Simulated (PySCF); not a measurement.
# C₂H₅NOSi: NMR shifts and electronic excitations at several levels of theory, part 2 of 2

PySCF 2.14.0. Atoms count from 0. Earlier steps stand in the parts before.

## 9. Nuclear shieldings: PBE0/aug-cc-pVDZ

What the job is given:

```
{"job": {"kind": "nmr", "xc": "PBE0", "basis": "aug-cc-pVDZ", "pop": true}, "charge": 0, "multiplicity": 1}
C     -1.431089    -0.142707     0.055144
Si     0.365168     0.206561     0.329642
O      0.747892     1.616492    -0.452951
C      1.370318    -1.186376    -0.416168
N      1.990822    -2.046708    -0.885347
H     -2.044106     0.659910     0.492625
H     -1.719567    -1.097316     0.519917
H     -1.646790    -0.197768    -1.022255
H      0.758016     0.238249     1.766652
H      1.658276     1.923824    -0.409428
```

Level: GIAO PBE0/aug-cc-pVDZ NMR shielding, non-relativistic, gas phase.

The program printed:

```text
coarse grid: 9048 points
cycle   1  E = -498.2681503629  dE =  4.227e-01  |g| = 7.516e-01  |ddm| = 7.293e+00
cycle   2  E = -498.0189654465  dE =  2.492e-01  |g| = 1.329e+00  |ddm| = 2.777e+00
cycle   3  E = -498.3759234601  dE = -3.570e-01  |g| = 2.043e-01  |ddm| = 1.801e+00
cycle   4  E = -498.3836371310  dE = -7.714e-03  |g| = 9.205e-02  |ddm| = 3.535e-01
cycle   5  E = -498.3853745099  dE = -1.737e-03  |g| = 2.534e-02  |ddm| = 1.427e-01
cycle   6  E = -498.3855245778  dE = -1.501e-04  |g| = 3.568e-03  |ddm| = 4.335e-02
cycle   7  E = -498.3855279442  dE = -3.366e-06  |g| = 9.864e-04  |ddm| = 8.503e-03
final grid: 83408 points
cycle   8  E = -498.3965393044  dE = -1.230e-05  |g| = 6.888e-03  |ddm| = 8.436e-02
cycle   9  E = -498.3965302015  dE =  9.103e-06  |g| = 9.571e-03  |ddm| = 2.634e-02
cycle  10  E = -498.3965501087  dE = -1.991e-05  |g| = 1.531e-03  |ddm| = 1.458e-02
cycle  11  E = -498.3965505971  dE = -4.884e-07  |g| = 4.045e-04  |ddm| = 2.279e-03
cycle  12  E = -498.3965506293  dE = -3.215e-08  |g| = 1.283e-04  |ddm| = 6.157e-04
cycle  13  E = -498.3965506327  dE = -3.368e-09  |g| = 3.155e-05  |ddm| = 2.215e-04
cycle  14  E = -498.3965506329  dE = -2.642e-10  |g| = 4.367e-06  |ddm| = 6.794e-05
converged SCF energy = -498.3965506329

GIAO shielding tensors (ppm)
atom      isotropic    diamagn.    paramagn.     s11        s22        s33       span
  0 C      198.040     192.916       5.124    188.091    201.677    204.352     16.262
  1 Si     443.041     881.793    -438.752    373.866    452.706    502.551    128.685
  2 O      309.007     383.542     -74.535    289.746    302.966    334.309     44.563
  3 C       72.293     260.527    -188.234    -36.971    -35.265    289.115    326.086
  4 N      -54.546     314.824    -369.369   -232.766   -223.406    292.535    525.300
  5 H       30.796      27.879       2.917     26.836     28.035     37.518     10.683
  6 H       31.141      27.409       3.732     27.215     28.257     37.952     10.736
  7 H       30.629      24.543       6.086     27.032     28.279     36.575      9.543
  8 H       26.084      23.750       2.334     23.261     23.923     31.068      7.807
  9 H       30.745      34.371      -3.626     22.748     25.500     43.987     21.239
```

Run time: 21 s. Hardware: 1 thread of Arm Neoverse N1, shared host; peak memory 0.78 GiB.

In short: δ C3 122.8, C0 -2.9, Si1 -26.3, O2 26.9, H8 5.31, H9 0.65 ppm.

## 10. Nuclear shieldings: PBE0/IGLO-III

The job, as its differences from that of step 9:

```diff
@@ -1,2 +1,2 @@
-{"job": {"kind": "nmr", "xc": "PBE0", "basis": "aug-cc-pVDZ", "pop": true}, "charge": 0, "multiplicity": 1}
+{"job": {"kind": "nmr", "xc": "PBE0", "basis": "IGLO-III", "pop": true}, "charge": 0, "multiplicity": 1}
 C     -1.431089    -0.142707     0.055144
```

Method: GIAO PBE0/IGLO-III NMR shielding, non-relativistic, gas phase.

The program printed:

```text
coarse grid: 9048 points
cycle   1  E = -498.3490451933  dE =  3.712e-01  |g| = 8.154e-01  |ddm| = 2.282e+00
cycle   2  E = -498.0847577406  dE =  2.643e-01  |g| = 1.418e+00  |ddm| = 1.003e+00
cycle   3  E = -498.4627878214  dE = -3.780e-01  |g| = 2.290e-01  |ddm| = 7.126e-01
cycle   4  E = -498.4714887310  dE = -8.701e-03  |g| = 1.112e-01  |ddm| = 1.217e-01
cycle   5  E = -498.4739171557  dE = -2.428e-03  |g| = 3.092e-02  |ddm| = 5.477e-02
cycle   6  E = -498.4741135933  dE = -1.964e-04  |g| = 4.296e-03  |ddm| = 1.634e-02
cycle   7  E = -498.4741177715  dE = -4.178e-06  |g| = 1.349e-03  |ddm| = 3.662e-03
final grid: 83408 points
cycle   8  E = -498.4778846051  dE = -6.828e-05  |g| = 7.457e-03  |ddm| = 3.828e-02
cycle   9  E = -498.4778739844  dE =  1.062e-05  |g| = 1.024e-02  |ddm| = 8.843e-03
cycle  10  E = -498.4778946072  dE = -2.062e-05  |g| = 2.344e-03  |ddm| = 5.041e-03
cycle  11  E = -498.4778956778  dE = -1.071e-06  |g| = 6.759e-04  |ddm| = 1.068e-03
cycle  12  E = -498.4778957560  dE = -7.825e-08  |g| = 2.883e-04  |ddm| = 3.364e-04
cycle  13  E = -498.4778957713  dE = -1.522e-08  |g| = 4.090e-05  |ddm| = 1.354e-04
cycle  14  E = -498.4778957716  dE = -3.586e-10  |g| = 8.119e-06  |ddm| = 3.255e-05
converged SCF energy = -498.4778957716

GIAO shielding tensors (ppm)
atom      isotropic    diamagn.    paramagn.     s11        s22        s33       span
  0 C      185.986     249.158     -63.173    174.760    190.548    192.649     17.889
  1 Si     377.546     892.496    -514.950    301.071    388.619    442.948    141.877
  2 O      294.540     383.692     -89.152    274.314    288.631    320.676     46.363
  3 C       52.726     252.792    -200.065    -66.521    -64.429    289.129    355.650
  4 N      -93.981     341.466    -435.447   -289.536   -279.098    286.691    576.227
  5 H       30.864      27.856       3.008     26.985     28.123     37.483     10.498
  6 H       31.186      28.322       2.864     27.280     28.347     37.931     10.652
  7 H       30.691      28.513       2.178     27.165     28.375     36.533      9.368
  8 H       26.109      29.235      -3.125     23.568     23.997     30.763      7.196
  9 H       30.428      30.626      -0.198     22.539     25.229     43.515     20.976
```

Run time: 31 s. Hardware: 1 thread of Arm Neoverse N1, shared host; peak memory 1.1 GiB.

This run: δ C3 131.0, C0 -2.2, Si1 -32.2, O2 32.6, H8 5.26, H9 0.95 ppm.

## 11. Nuclear shieldings: PBE0/pcSseg-0

The job, as its differences from that of step 10:

```diff
@@ -1,2 +1,2 @@
-{"job": {"kind": "nmr", "xc": "PBE0", "basis": "IGLO-III", "pop": true}, "charge": 0, "multiplicity": 1}
+{"job": {"kind": "nmr", "xc": "PBE0", "basis": "pcSseg-0", "pop": true}, "charge": 0, "multiplicity": 1}
 C     -1.431089    -0.142707     0.055144
```

With the program's defaults for keys left out, this is: GIAO PBE0/pcSseg-0 NMR shielding, non-relativistic, gas phase.

The program printed:

```text
coarse grid: 9048 points
cycle   1  E = -497.4248574459  dE =  3.809e-01  |g| = 7.169e-01  |ddm| = 3.420e+00
cycle   2  E = -497.2153315891  dE =  2.095e-01  |g| = 1.249e+00  |ddm| = 2.532e+00
cycle   3  E = -497.5212671185  dE = -3.059e-01  |g| = 2.097e-01  |ddm| = 1.724e+00
cycle   4  E = -497.5289858989  dE = -7.719e-03  |g| = 9.227e-02  |ddm| = 2.181e-01
cycle   5  E = -497.5307338061  dE = -1.748e-03  |g| = 2.071e-02  |ddm| = 1.061e-01
cycle   6  E = -497.5308324512  dE = -9.865e-05  |g| = 3.148e-03  |ddm| = 2.212e-02
cycle   7  E = -497.5308350310  dE = -2.580e-06  |g| = 8.087e-04  |ddm| = 4.650e-03
final grid: 83408 points
cycle   8  E = -497.5366681459  dE = -1.491e-05  |g| = 3.848e-03  |ddm| = 1.554e-02
cycle   9  E = -497.5366666713  dE =  1.475e-06  |g| = 4.676e-03  |ddm| = 8.914e-03
cycle  10  E = -497.5366717779  dE = -5.107e-06  |g| = 6.966e-04  |ddm| = 4.940e-03
cycle  11  E = -497.5366718611  dE = -8.320e-08  |g| = 2.857e-04  |ddm| = 7.520e-04
cycle  12  E = -497.5366718768  dE = -1.562e-08  |g| = 1.052e-04  |ddm| = 2.971e-04
cycle  13  E = -497.5366718788  dE = -2.064e-09  |g| = 2.731e-05  |ddm| = 1.349e-04
cycle  14  E = -497.5366718790  dE = -1.619e-10  |g| = 2.331e-06  |ddm| = 3.477e-05
converged SCF energy = -497.5366718790

GIAO shielding tensors (ppm)
atom      isotropic    diamagn.    paramagn.     s11        s22        s33       span
  0 C      195.453     260.472     -65.019    183.962    199.950    202.448     18.485
  1 Si     387.881     874.746    -486.865    309.666    392.334    461.644    151.978
  2 O      332.202     392.176     -59.974    278.140    336.817    381.650    103.510
  3 C       54.404     285.438    -231.034    -64.390    -64.013    291.614    356.004
  4 N     -107.392     324.135    -431.527   -311.028   -301.952    290.803    601.831
  5 H       32.173      30.126       2.047     27.684     29.345     39.490     11.807
  6 H       32.557      30.455       2.102     28.183     29.802     39.685     11.502
  7 H       31.772      30.471       1.301     27.672     29.605     38.038     10.366
  8 H       26.936      26.751       0.185     23.415     24.453     32.940      9.525
  9 H       32.242      28.612       3.630     24.310     27.110     45.305     20.995
```

Run time: 6.6 s. Hardware: 1 thread of Arm Neoverse N1, shared host; peak memory 0.49 GiB.

In short: δ C3 139.1, C0 -1.9, Si1 -39.4, O2 5.7, H8 5.90, H5 0.66 ppm (means over like atoms).

## 12. TDDFT and polarisability: HF/def2-SVPD

The job, as its differences from that of step 11:

```diff
@@ -1,2 +1,2 @@
-{"job": {"kind": "nmr", "xc": "PBE0", "basis": "pcSseg-0", "pop": true}, "charge": 0, "multiplicity": 1}
+{"job": {"kind": "uv", "xc": "HF", "basis": "def2-SVPD", "ip": true}, "charge": 0, "multiplicity": 1}
 C     -1.431089    -0.142707     0.055144
```

With the program's defaults for keys left out, this is: TDDFT HF/def2-SVPD, vertical, gas phase, core orbitals frozen in the response.

The program printed:

```text
final grid: 83408 points
cycle   1  E = -496.6028050356  dE =  4.059e-01  |g| = 6.331e-01  |ddm| = 3.542e+00
cycle   2  E = -496.6675585534  dE = -6.475e-02  |g| = 4.717e-01  |ddm| = 1.140e+00
cycle   3  E = -496.7127097659  dE = -4.515e-02  |g| = 7.944e-02  |ddm| = 5.324e-01
cycle   4  E = -496.7147073503  dE = -1.998e-03  |g| = 3.684e-02  |ddm| = 1.637e-01
cycle   5  E = -496.7150187378  dE = -3.114e-04  |g| = 6.758e-03  |ddm| = 6.736e-02
cycle   6  E = -496.7150367320  dE = -1.799e-05  |g| = 2.252e-03  |ddm| = 1.700e-02
cycle   7  E = -496.7150387801  dE = -2.048e-06  |g| = 5.778e-04  |ddm| = 6.819e-03
cycle   8  E = -496.7150389111  dE = -1.309e-07  |g| = 1.474e-04  |ddm| = 1.494e-03
cycle   9  E = -496.7150389251  dE = -1.397e-08  |g| = 5.579e-05  |ddm| = 3.340e-04
cycle  10  E = -496.7150389290  dE = -3.985e-09  |g| = 3.217e-05  |ddm| = 1.156e-04
cycle  11  E = -496.7150389309  dE = -1.851e-09  |g| = 1.298e-05  |ddm| = 9.618e-05
cycle  12  E = -496.7150389312  dE = -2.932e-10  |g| = 4.502e-06  |ddm| = 4.630e-05
converged SCF energy = -496.7150389312

Static polarisability (au): isotropic 52.163, principal 45.108 49.490 61.890

Singlet excitations
state   eV       nm        f      main configurations
  1   6.2353    198.8   0.00007   H-1->L+5 0.16
  2   6.8988    179.7   0.00029   H-1->L+1 0.15, H-1->L+5 0.14, H->L+2 0.11
  3   6.9107    179.4   0.00084   H-1->L+2 0.19, H-1->L+5 0.12, H->L+1 0.08
  4   8.8233    140.5   0.00706   H-3->L+1 0.15, H-3->L 0.13
  5   9.0843    136.5   0.00149   H-3->L+5 0.16, H-3->L+2 0.12, H-4->L+5 0.08
  6   9.3192    133.0   0.01727   H->L 0.19, H-2->L 0.18, H-2->L+1 0.09
  7   9.9603    124.5   0.09732   H-3->L 0.21, H-4->L 0.11
  8   9.9753    124.3   0.30859   H->L+1 0.45, H->L 0.16, H-2->L+1 0.13
  9  10.2346    121.1   0.03429   H->L+2 0.48, H->L 0.17
 10  10.4765    118.3   0.10446   H-1->L 0.41, H-1->L+2 0.13, H-1->L+4 0.11

Triplet excitations (Tamm-Dancoff, eV): 4.8625 5.7824 5.7920 6.7330
Vertical ionisation energy (delta-SCF) = 11.0914 eV
```

Run time: 30 s. Hardware: 1 thread of Arm Neoverse N1, shared host; peak memory 0.65 GiB.

Frontier orbitals and where they lie:

```csv
orbital,eV,atoms
HOMO−3,-14.00,"O2 25 %, C0 17 %, Si1 17 %"
HOMO−2,-13.64,"N4 23 %, C3 21 %, Si1 16 %"
HOMO−1,-13.03,"N4 50 %, C3 42 %"
HOMO,-12.62,"N4 28 %, C3 23 %, C0 15 %"
LUMO,1.96,"Si1 38 %, O2 25 %, H9 12 %"
LUMO+1,2.43,"Si1 21 %, C0 19 %, O2 12 %"
LUMO+2,3.07,"Si1 29 %, C3 21 %, H8 13 %"
```

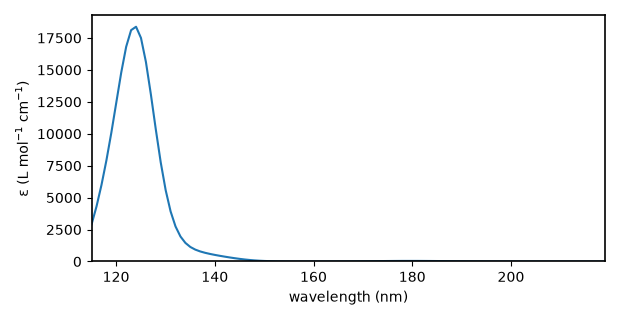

Absorption spectrum: each of the 10 states is a Gaussian band of 0.4 eV half-width at 1/e. Beyond the last state computed it falls off for lack of states.

Ground-state properties from the same run:

```csv
property,computed
dipole moment (D),3.43
polarisability (Å³),7.73
HOMO–LUMO gap (eV),14.58
−ε(HOMO) (eV),12.62
```

## 13. Run by run: NMR shifts

Shifts (ppm) of some atoms, chosen among heavy atoms and hydrogens apart, with basis size and wall time:

```csv
run,C3,C0,H8,H9,Si1,O2,N4,functions,time
PBE0/6-31G*,115.2,-1.9,5.16,1.12,-22.2,17.8,313.8,84,10 s
"PBE0/6-311+G(2d,p)",126.9,-2.1,5.33,0.79,-29.2,30.0,345.5,173,22 s
PBE0/def2-SVP,118.9,-2.5,4.93,1.03,-39.2,29.8,333.9,99,11 s
PBE0/def2-TZVP,127.7,-2.4,5.30,0.90,-31.2,36.6,353.9,191,26 s
PBE0/cc-pVDZ,119.4,-1.9,4.87,0.77,-31.9,26.4,334.1,99,12 s
PBE0/cc-pVTZ,126.4,-2.3,5.11,1.09,-26.7,31.9,353.9,224,33 s
PBE0/aug-cc-pVDZ,122.8,-2.9,5.31,0.65,-26.3,26.9,324.4,164,21 s
PBE0/IGLO-III,131.0,-2.2,5.26,0.95,-32.2,32.6,354.5,234,31 s
PBE0/pcSseg-0,139.1,-1.9,5.90,0.59,-39.4,5.7,373.4,59,6.6 s
```

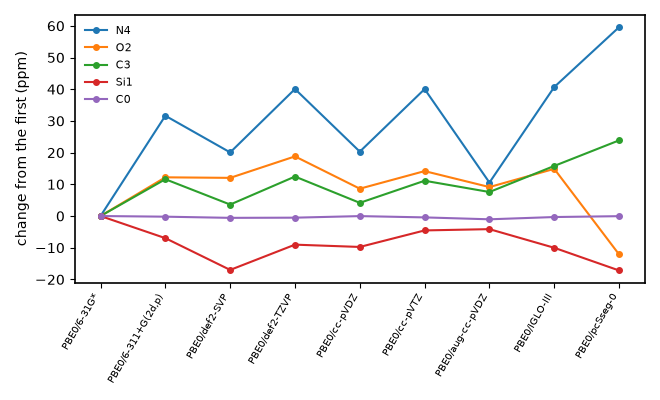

How five of the tabulated atoms move from run to run.

## 14. Results

This closing draws on all 2 parts.

| quantity | value |
| --- | --- |
| point group | C1 |
| rotational constants (main isotopes) | 5.94, 2.85, 2.15 GHz |
| ¹³C shifts against TMS (PBE0/6-31G*) | 115.2, -1.9 ppm |
| ¹H shifts against TMS (PBE0/6-31G*, means over atoms taken as alike) | 5.16, 1.12, 0.41 ppm |
| ²⁹Si shifts against TMS (PBE0/6-31G*) | -22.2 ppm |
| ¹⁷O shifts against H2O (PBE0/6-31G*) | 17.8 ppm |
| ¹⁵N shifts against NH3 (PBE0/6-31G*) | 313.8 ppm |
| lowest singlet (HF/def2-SVPD) | 6.24 eV (199 nm), f = 0.000 |
| brightest single state of those computed | state 8, 9.98 eV, f = 0.309 |
| lowest triplet | 4.86 eV |
| vertical ionisation energy (ΔSCF) | 11.09 eV |
| range of the shift of N4 | 313.8 to 373.4 ppm |

What this shows: Single values in the summary come from the first sound run of each kind (PBE0/6-31G*; HF/def2-SVPD), which need not be the best level. The start of the PBE0/def2-SVP relaxation was shaken at random by about 0.01 Å, so part of the energy gained, and of the first lengths quoted, undoes that. Over 10 steps the energy fell by 0.147 eV; of the close pairs, C0–H6 changed most, 1.066 to 1.100 Å. At PBE0/6-31G*: The largest span, 525 ppm, is at N4, where the paramagnetic term is -391 ppm. The lowest singlet, at 6.24 eV, is HOMO−1→LUMO+5 0.16 and is dark; of the 10 states computed, the strongest absorption comes from states 7 to 8 together at 9.98 eV. The lowest triplet lies 1.37 eV below the lowest singlet (triplets in Tamm-Dancoff, singlets in full TDDFT). The orbital energy would give 12.62 eV for ionisation, ΔSCF gives 11.09 eV. In ppm, N4 moves most: its shift spreads over 59.6 ppm, from 313.8 (PBE0/6-31G*) to 373.4 (PBE0/pcSseg-0).
